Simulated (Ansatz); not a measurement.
## Geometry relaxation, with input and output: ZrNH3ClF3 (part 3 of 3)

Continued. System: ZrNH3ClF3. Method: RKS PBE/def2-SVP (Ansatz 0.2.0). It belongs to a series of runs on one base structure; here: end point B relaxed.

Geometry of the input (Å):
```
Zr -0.5384  0.0384  -0.4261
Cl 0.0442  0.1407  3.2533
F  1.2442  -0.0562  0.2577
F  -0.6207  1.6591  -1.4265
F  -0.7767  -1.4588  -1.5810
N  -2.2996  -0.0288  0.8281
H  -3.0175  -0.7634  0.7785
H  -2.7226  0.7952  1.2727
H  -1.0847  -0.3262  2.6952
```

**Trajectory as extended XYZ, continued**
```
9
Properties=species:S:1:pos:R:3:forces:R:3 step=27 energy=-23476.97545
Zr   -0.1811    0.2546    0.0623   -0.0445  -0.0201   0.0113
Cl    0.1791    1.1068    2.3209    0.0331   0.0280   0.0217
F     1.2362   -1.0222   -0.0515   -0.0319   0.0243   0.0030
F     0.1702    1.8887   -0.8634    0.0080  -0.0299  -0.0006
F    -1.3979   -0.4952   -1.2570    0.0224   0.0203  -0.0001
N    -2.1987   -0.3598    1.2336    0.0258  -0.0064  -0.0531
H    -2.3888   -1.3707    1.1708   -0.0134  -0.0353  -0.0188
H    -3.0166    0.0993    0.8069   -0.0294  -0.0034  -0.0143
H    -2.1743   -0.1015    2.2295    0.0299   0.0225   0.0510
9
Properties=species:S:1:pos:R:3:forces:R:3 step=28 energy=-23476.97724
Zr   -0.1869    0.2622    0.0629    0.0202  -0.0141   0.0122
Cl    0.1739    1.1318    2.3156    0.0130   0.0273   0.0089
F     1.2180   -1.0284   -0.0384   -0.0338   0.0137   0.0071
F     0.1977    1.8796   -0.8783    0.0008  -0.0126   0.0058
F    -1.4053   -0.4730   -1.2616   -0.0063   0.0125  -0.0073
N    -2.1971   -0.3664    1.2358    0.0111  -0.0014   0.0455
H    -2.3818   -1.3778    1.1583   -0.0141  -0.0153  -0.0085
H    -3.0202    0.0938    0.8197   -0.0170  -0.0051  -0.0049
H    -2.1702   -0.1218    2.2379    0.0262  -0.0051  -0.0588
9
Properties=species:S:1:pos:R:3:forces:R:3 step=29 energy=-23476.98238
Zr   -0.2070    0.3004    0.0610    0.2999   0.1157  -0.1712
Cl    0.1242    1.2879    2.2724   -0.0574  -0.0065  -0.0925
F     1.1147   -1.0850    0.0314   -0.1531   0.1030   0.0291
F     0.3560    1.8405   -0.9436   -0.1045  -0.2284   0.1726
F    -1.4658   -0.3339   -1.2804    0.0098   0.0662   0.0740
N    -2.1791   -0.4105    1.2509   -0.0591  -0.1315   0.3993
H    -2.3443   -1.4229    1.1026    0.0007   0.1822   0.0567
H    -3.0213    0.0567    0.8793    0.0385  -0.0216   0.0282
H    -2.1493   -0.2331    2.2782    0.0254  -0.0791  -0.4962
9
Properties=species:S:1:pos:R:3:forces:R:3 step=30 energy=-23476.99172
Zr   -0.2067    0.3097    0.0588    0.2707   0.1891  -0.2929
Cl    0.0712    1.3697    2.2423   -0.0453  -0.0303  -0.1100
F     1.0673   -1.1229    0.0531   -0.1715   0.1524   0.0496
F     0.4264    1.8238   -0.9558   -0.1441  -0.3480   0.2280
F    -1.4939   -0.2638   -1.2859    0.0738   0.1074   0.1280
N    -2.1654   -0.4351    1.2562   -0.0486  -0.2223   0.4224
H    -2.3386   -1.4445    1.0864    0.0125   0.2400   0.0701
H    -3.0106    0.0450    0.9093    0.0425  -0.0162   0.0247
H    -2.1216   -0.2818    2.2875    0.0099  -0.0721  -0.5200
9
Properties=species:S:1:pos:R:3:forces:R:3 step=31 energy=-23477.01998
Zr   -0.2107    0.3431    0.0451    0.2181   0.1189  -0.4861
Cl   -0.0389    1.5204    2.1753   -0.0428  -0.0632  -0.1876
F     0.9539   -1.1906    0.1283   -0.2725   0.3697   0.0101
F     0.5754    1.7837   -0.9922   -0.2249  -0.5406   0.3438
F    -1.5604   -0.0949   -1.3006    0.2862   0.1832   0.3265
N    -2.1295   -0.4987    1.2671   -0.0489  -0.2675   0.2168
H    -2.3328   -1.4982    1.0717    0.0615   0.2659   0.0641
H    -2.9712    0.0139    0.9613    0.0245  -0.0218   0.0334
H    -2.0577   -0.3787    2.2958   -0.0011  -0.0445  -0.3209
9
Properties=species:S:1:pos:R:3:forces:R:3 step=32 energy=-23477.06022
Zr   -0.2158    0.3725    0.0422    0.1251   0.1529  -0.6983
Cl   -0.1474    1.6649    2.0926   -0.0211  -0.0617  -0.1306
F     0.8483   -1.2346    0.1814   -0.2693   0.4415   0.0052
F     0.7252    1.7104   -1.0153   -0.2988  -0.6051   0.3951
F    -1.6184    0.0697   -1.2891    0.4155   0.1759   0.4076
N    -2.1023   -0.5455    1.2755   -0.0597  -0.2614   0.1117
H    -2.3016   -1.5359    1.0389    0.0506   0.2270   0.0822
H    -2.9581   -0.0258    1.0222    0.0817  -0.0350   0.0404
H    -2.0018   -0.4757    2.3034   -0.0240  -0.0339  -0.2132
9
Properties=species:S:1:pos:R:3:forces:R:3 step=33 energy=-23477.10695
Zr   -0.2565    0.4456    0.0228    0.5380  -0.1089  -0.5634
Cl   -0.2177    1.7537    2.0465   -0.0759   0.0535  -0.1143
F     0.7170   -1.2026    0.2759   -0.2003   0.4266  -0.1029
F     0.8738    1.6039   -1.0696   -0.4252  -0.5222   0.4727
F    -1.6629    0.2259   -1.3014    0.2074   0.1585   0.3178
N    -2.0691   -0.6081    1.2804   -0.1775   0.0106   0.0276
H    -2.2908   -1.5860    1.0273    0.0886   0.1252   0.0296
H    -2.9219   -0.0648    1.0642    0.0596  -0.1145   0.1080
H    -1.9439   -0.5675    2.3058   -0.0146  -0.0288  -0.1751
9
Properties=species:S:1:pos:R:3:forces:R:3 step=34 energy=-23477.16589
Zr   -0.2586    0.4695    0.0381    0.3168   0.1433  -0.2364
Cl   -0.2369    1.9295    1.9532   -0.0974  -0.0965  -0.1328
F     0.6600   -1.1972    0.3236   -0.0875   0.1726  -0.0504
F     0.9619    1.4709   -1.0821   -0.2409  -0.2914   0.2610
F    -1.7021    0.3728   -1.2435    0.0882   0.0696   0.1260
N    -2.0655   -0.6334    1.2822   -0.0931  -0.0428   0.1019
H    -2.2431   -1.5930    0.9446    0.0289   0.0622   0.0079
H    -2.9470   -0.1173    1.1306    0.0630  -0.0511   0.0431
H    -1.9408   -0.7018    2.3053    0.0220   0.0341  -0.1204
9
Properties=species:S:1:pos:R:3:forces:R:3 step=35 energy=-23477.19285
Zr   -0.2642    0.4958    0.0144   -0.1040  -0.0549   0.1052
Cl   -0.3392    1.9788    1.8924   -0.0141   0.0136  -0.0066
F     0.5784   -1.2049    0.3087    0.0134  -0.0008  -0.0161
F     1.0690    1.3699   -1.0494    0.0163  -0.0166  -0.0169
F    -1.7177    0.5151   -1.2448    0.0064   0.0252  -0.0196
N    -2.0633   -0.6564    1.2902    0.1795   0.0844  -0.1061
H    -2.1969   -1.6231    0.9610   -0.0363  -0.0040   0.0369
H    -2.9650   -0.1740    1.1788   -0.0487  -0.0159   0.0127
H    -1.8732   -0.7010    2.3006   -0.0125  -0.0311   0.0104
9
Properties=species:S:1:pos:R:3:forces:R:3 step=36 energy=-23477.19661
Zr   -0.2750    0.4966    0.0195   -0.0163  -0.0151   0.0026
Cl   -0.3738    2.0075    1.8743   -0.0066   0.0023   0.0035
F     0.5712   -1.2056    0.3058   -0.0183   0.0008   0.0139
F     1.0848    1.3374   -1.0364    0.0262   0.0146  -0.0155
F    -1.7086    0.5420   -1.2612   -0.0068  -0.0040   0.0167
N    -2.0531   -0.6562    1.2875   -0.0013  -0.0099   0.0046
H    -2.2115   -1.6176    0.9508   -0.0017   0.0101  -0.0026
H    -2.9604   -0.1723    1.2175    0.0183  -0.0052   0.0026
H    -1.8456   -0.7319    2.2942    0.0064   0.0064  -0.0259
9
Properties=species:S:1:pos:R:3:forces:R:3 step=37 energy=-23477.19702
Zr   -0.2760    0.5013    0.0203   -0.0260  -0.0166   0.0077
Cl   -0.3914    2.0241    1.8656   -0.0002  -0.0147  -0.0115
F     0.5552   -1.2051    0.3279    0.0113   0.0108  -0.0035
F     1.0958    1.3235   -1.0374    0.0074   0.0036  -0.0057
F    -1.7154    0.5490   -1.2533    0.0128   0.0041  -0.0075
N    -2.0467   -0.6597    1.2785   -0.0541   0.0020   0.0593
H    -2.2235   -1.6156    0.9346    0.0180   0.0232  -0.0131
H    -2.9512   -0.1664    1.2359    0.0364  -0.0125   0.0020
H    -1.8186   -0.7511    2.2797   -0.0056  -0.0002  -0.0277
9
Properties=species:S:1:pos:R:3:forces:R:3 step=38 energy=-23477.19772
Zr   -0.2769    0.4964    0.0170   -0.0052   0.0042   0.0125
Cl   -0.4107    2.0214    1.8590    0.0051   0.0003  -0.0080
F     0.5661   -1.2024    0.3316    0.0004   0.0022   0.0005
F     1.0951    1.3305   -1.0315    0.0031   0.0011  -0.0031
F    -1.7065    0.5281   -1.2678    0.0020  -0.0019  -0.0007
N    -2.0471   -0.6561    1.2834    0.0003  -0.0008  -0.0034
H    -2.2475   -1.5974    0.9153   -0.0020  -0.0068  -0.0089
H    -2.9396   -0.1425    1.2681   -0.0129   0.0074  -0.0018
H    -1.8049   -0.7779    2.2768    0.0093  -0.0057   0.0129
9
Properties=species:S:1:pos:R:3:forces:R:3 step=39 energy=-23477.19803
Zr   -0.2794    0.4957    0.0167    0.0277   0.0193   0.0038
Cl   -0.4258    2.0378    1.8431   -0.0029  -0.0027  -0.0029
F     0.5722   -1.1958    0.3471   -0.0059  -0.0008   0.0029
F     1.0984    1.3295   -1.0254   -0.0110  -0.0074   0.0004
F    -1.6991    0.5107   -1.2793   -0.0047  -0.0039   0.0034
N    -2.0479   -0.6565    1.2855   -0.0213  -0.0157   0.0111
H    -2.2785   -1.5785    0.8838   -0.0008   0.0463   0.0287
H    -2.9282   -0.1201    1.3123    0.0319  -0.0324  -0.0017
H    -1.7836   -0.8227    2.2682   -0.0129  -0.0026  -0.0457
9
Properties=species:S:1:pos:R:3:forces:R:3 step=40 energy=-23477.19823
Zr   -0.2772    0.4970    0.0189    0.0066   0.0069  -0.0054
Cl   -0.4301    2.0405    1.8435    0.0036   0.0002  -0.0056
F     0.5743   -1.1938    0.3541   -0.0031   0.0038   0.0034
F     1.0968    1.3269   -1.0314   -0.0070  -0.0030   0.0055
F    -1.6983    0.5056   -1.2759    0.0025   0.0001   0.0040
N    -2.0473   -0.6553    1.2841   -0.0228  -0.0216   0.0150
H    -2.2845   -1.5723    0.8751    0.0015   0.0390   0.0232
H    -2.9251   -0.1158    1.3195    0.0301  -0.0242  -0.0025
H    -1.7805   -0.8329    2.2640   -0.0114  -0.0012  -0.0377
9
Properties=species:S:1:pos:R:3:forces:R:3 step=41 energy=-23477.19839
Zr   -0.2758    0.4981    0.0224    0.0001   0.0013  -0.0164
Cl   -0.4275    2.0512    1.8385   -0.0042  -0.0070  -0.0031
F     0.5787   -1.1892    0.3673    0.0033   0.0057   0.0015
F     1.0923    1.3272   -1.0358   -0.0009  -0.0057   0.0044
F    -1.6969    0.4965   -1.2728    0.0045   0.0040   0.0045
N    -2.0474   -0.6568    1.2824   -0.0107  -0.0097   0.0123
H    -2.2990   -1.5637    0.8613    0.0059   0.0171   0.0058
H    -2.9185   -0.1090    1.3316    0.0054  -0.0044   0.0015
H    -1.7778   -0.8542    2.2571   -0.0034  -0.0014  -0.0104
```

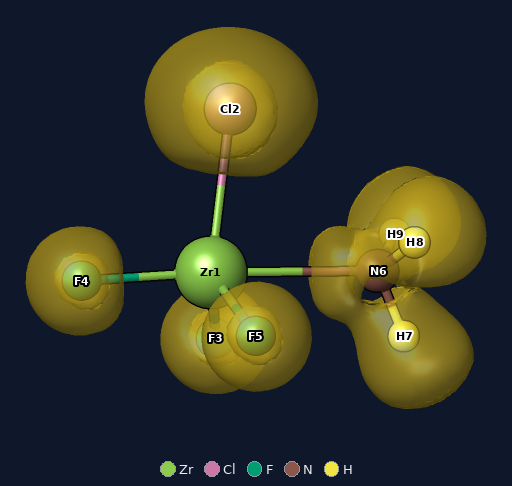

**Figure 1.** Isosurface of the ELF at 0.75 (yellow), seen at a tilt. Only the valence region is drawn (cores and ρ < 0.01 e/Å³ removed). Along the contacts the grid gives the following. Zr–F (1.92 Å): the ELF peaks at about 0.85 in the valence shell of F, 0.5 Å from its nucleus, and drops to about 0.20 between the two atoms. Zr–Cl (2.39 Å): the ELF peaks at about 0.85 in the valence shell of Cl, 0.8 Å from its nucleus, and is about 0.30 at the midpoint.

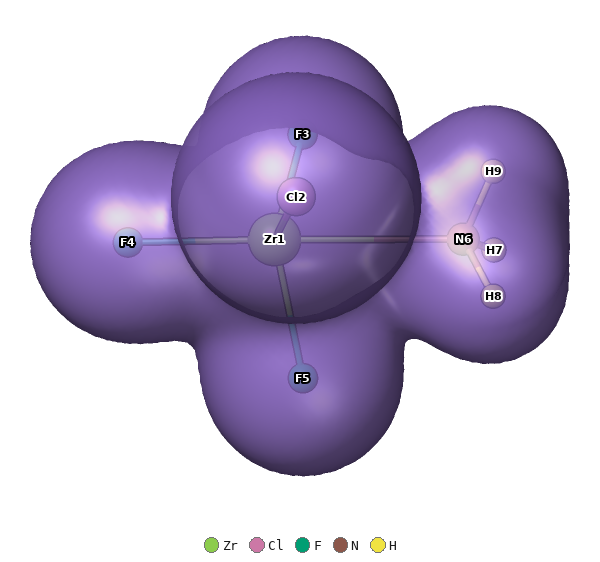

**Figure 2.** Isosurface of the total electron density at 0.05 e/Å³ (purple), seen from the side. At this value the surface is in one piece. On the grid the lowest density along these lines, outside the cores, is 0.87 e/Å³ (Zr–F, 1.92 Å), 0.52 e/Å³ (Zr–Cl, 2.39 Å), 0.32 e/Å³ (Zr–N, 2.46 Å) and 2.1 e/Å³ (N–H, 1.03 Å).

**Results in brief**

- outcome: converged
- total energy: −23477.1985 eV
- mean-field energy: −23477.1985 eV
- largest force (length of the vector) at the end: 0.019 eV/Å
- hardware: 4 threads of INTEL XEON PLATINUM @ 2.10GHz (Emerald Rapids), 24 GiB of memory available, shared host
- wall time: 46 s (CPU time 2.7 min)
- peak memory: 0.19 GiB
